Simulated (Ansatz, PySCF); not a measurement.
Torsion H4–O1–Pb2–O3 in H2O2Pb (SMILES [OH][Pb][OH]); at each angle all else is relaxed with GFN2-xTB, and the levels are single points there.
Geometry at 180° (charge 0, multiplicity 1):
```xyz
5

O      1.32612     0.39951    -0.66579
Pb    -0.35064    -0.92699    -0.39564
O     -1.72240     0.19824    -1.55410
H      2.17381     0.21717    -0.27007
H     -1.46456     1.01268    -1.97582
```
Energies count from the point at 180°.

Frozen-core correlation. Filled d and f shells under p-block atoms count as core. CBS(a, b) extrapolates the correlation energy as X⁻³ and adds the Hartree–Fock energy of set b. Rows in LANL2DZ carry no dispersion term and start afresh at each structure. LANL2DZ brings its own core potentials from Na on.

Programs: Ansatz (Gaussian basis) for Hartree–Fock, density functionals and correlated methods; PySCF for LANL2DZ rows.  In def2 rows elements past Kr take small-core potentials, without spin–orbit coupling.

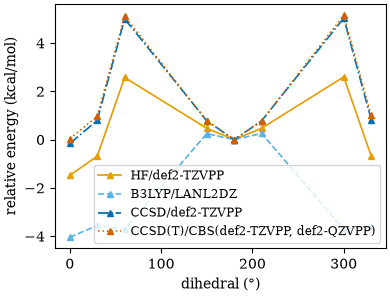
Figure. Relative energy along the coordinate

Problem. Read off the HF/def2-TZVPP curve at dihedral = 300.

Solution. about 2.6 kcal/mol

Ansatz is a first-principles code.
